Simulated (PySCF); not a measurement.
C4H6S, charge +1, doublet, SMILES `[CH2][CH+]C(C)=S`.

Level of theory: PBE0/6-311+G** (PySCF), at a geometry from GFN2-xTB. No frequency check shows the geometry to be a minimum. The basis has diffuse s and p functions alone, which still leaves polarisabilities too small, most of all across bonds. The stability of the open-shell solution wasn't checked. GFN2-xTB bond lengths at metals and heavier atoms can be off by up to 0.1 Å and shapes distorted, which carries into these values. GFN2-xTB doesn't know the spin state, so this open-shell geometry is rough.

Geometry (Å), atoms numbered from 1:

```
C1      -2.2928   -0.3650   -0.0001
C2      -1.0184   -0.7741    0.0001
C3       0.1143    0.1154    0.0001
C4      -0.0697    1.5915    0.0001
S5       1.6549   -0.4416   -0.0001
H6      -2.5902    0.6716   -0.0009
H7      -3.0957   -1.0860    0.0001
H8      -0.7941   -1.8321    0.0006
H9      -0.6378    1.8907   -0.8832
H10     -0.6398    1.8905    0.8819
H11      0.8790    2.1241    0.0013
```

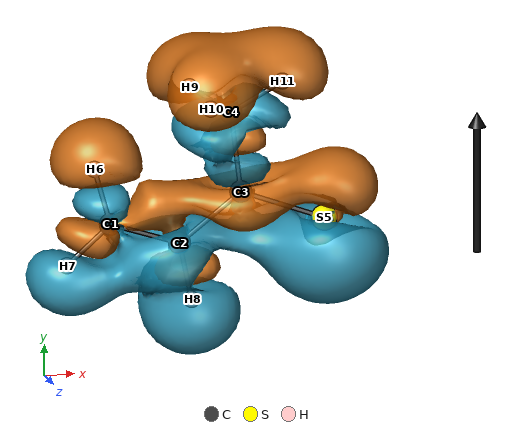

Change of the electron density in a uniform field of 0.10 V/Å along +y (arrow), surfaces at ±0.0005 e/Å³ (light blue: gain, orange: loss).

Question: What dipole is induced, and what polarisability does it imply?

Answer: The induced dipole is 0.28 D (along the field); α along this axis, from the fields in both directions, is 54 bohr³ (8.0 Å³).

Question: Which atoms gain and lose the most charge?

Answer: Electrons gather most on S5 (Hirshfeld charge changes by −0.005 e) and leave H11 most (+0.003 e); 0.025 electrons are displaced in all.
